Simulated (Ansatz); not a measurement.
**ClGaH3NO (SMILES [NH2][Ga]([OH])[Cl]): density, localisation and related maps**

```xyz
7

Cl   -1.7378   -0.2905    0.6490
Ga   -0.1462    0.9821    1.2901
N     0.9459    0.4169    2.6056
O     0.0209    2.5051    0.3926
H     1.6060    1.0174    3.0863
H     0.7153   -0.4059    3.1521
H     0.7717    3.0418    0.6769
```

Geometry: r2SCAN-D4/def2-SVP.

Theory: isolated molecule in a Gaussian basis; Kohn-Sham density functional theory, functional PBE0 in Ansatz 0.2.0.

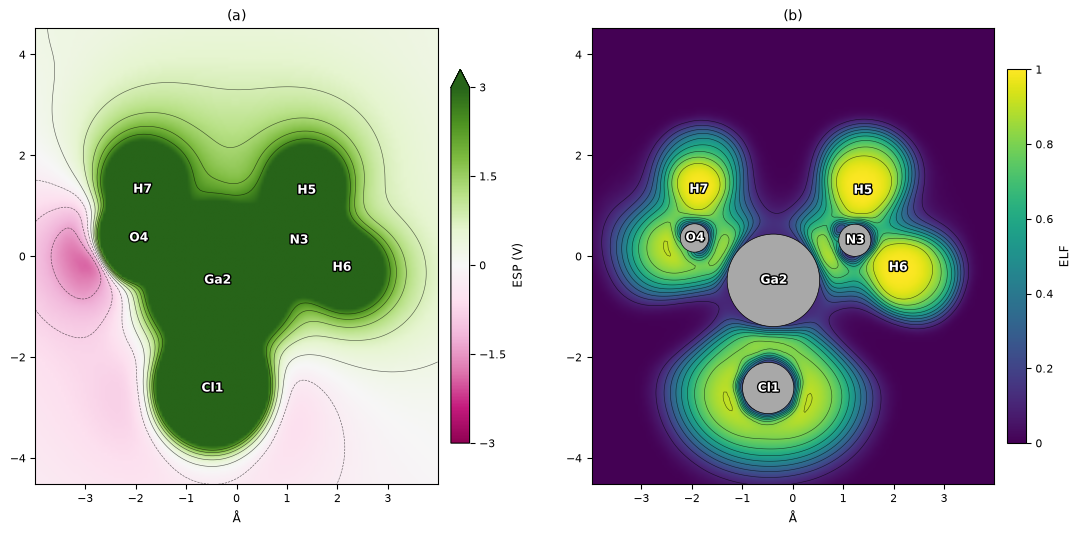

Figure 1. (a) electrostatic potential; (b) electron localisation function on the molecular plane. Grey discs cover the atomic cores in the ELF map.

Q: What do the fields say about this system?

A: Atoms in the plane: Cl, Ga, N, O and H. Ga–O (1.78 Å): the ELF peaks at about 0.85 in the valence shell of O, 0.6 Å from its nucleus, and is about 0.25 at the midpoint. Ga–N (1.80 Å): the ELF peaks at about 0.85 in the valence shell of N, 0.6 Å from its nucleus, and is about 0.35 at the midpoint. Ga–Cl (2.14 Å): the ELF peaks at about 0.80 in the valence shell of Cl, 0.9 Å from its nucleus, and is about 0.60 at the midpoint. O–H (0.97 Å): the ELF climbs to about 1 towards the hydrogen, as it does in any bond to H; a covalent bond by its length. N–H (1.01 Å): the ELF climbs to about 1 towards the hydrogen (a covalent bond by its length). The ELF also peaks beside Cl1 and O4, away from the bonds: lone-pair regions. Outside the dense part of the molecule the potential is most negative (−1.9 V) near O4.

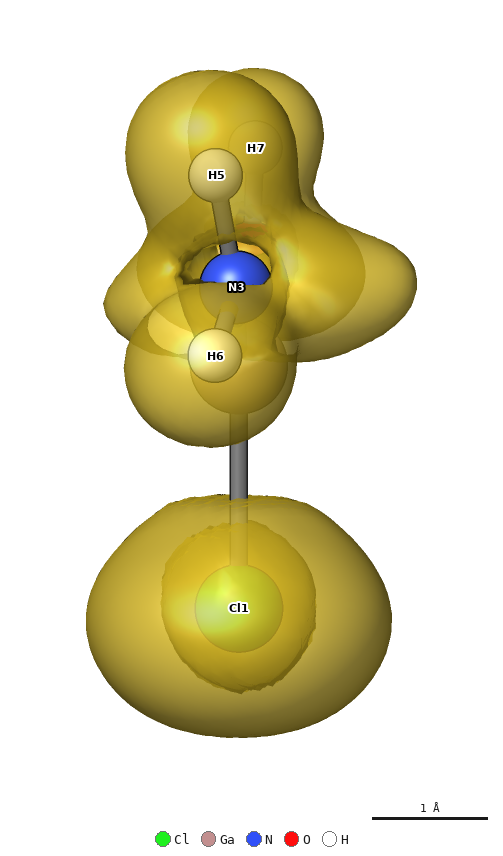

Figure 2. Isosurface of the electron localisation function at 0.75 (yellow), seen at an oblique angle. Core shells and regions of very low density are left out.

Q: Where are the electrons localised?

A: The ELF exceeds this value in one region wrapped around Cl (its valence shell), one joined region spread over several atoms (H, N), in which their bonds and any lone pairs are merged and one joined region spread over several atoms (H, O), in which their bonds and any lone pairs are merged.

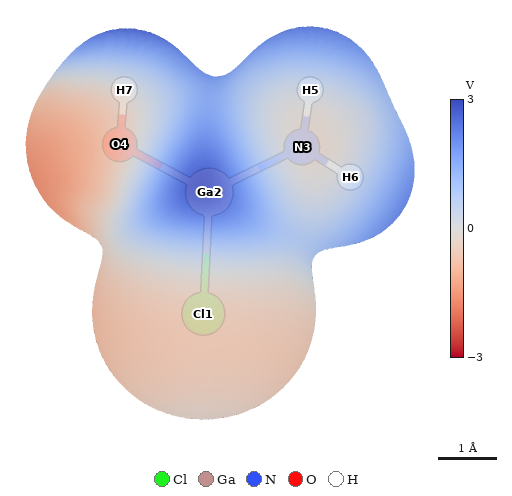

Figure 3. The electrostatic potential painted on the density surface at 0.002 e/bohr³, seen across its widest extent; red is negative and blue positive.

Q: Describe the electrostatic potential map.

A: The most negative region (about −1.5 V) lies over O4, the most positive (about +2.6 V) over Ga2 and H7. O4 is the likeliest acceptor of a hydrogen bond.

Q: How polar is the molecule by this calculation?

A: Its dipole moment is 3.61 D.
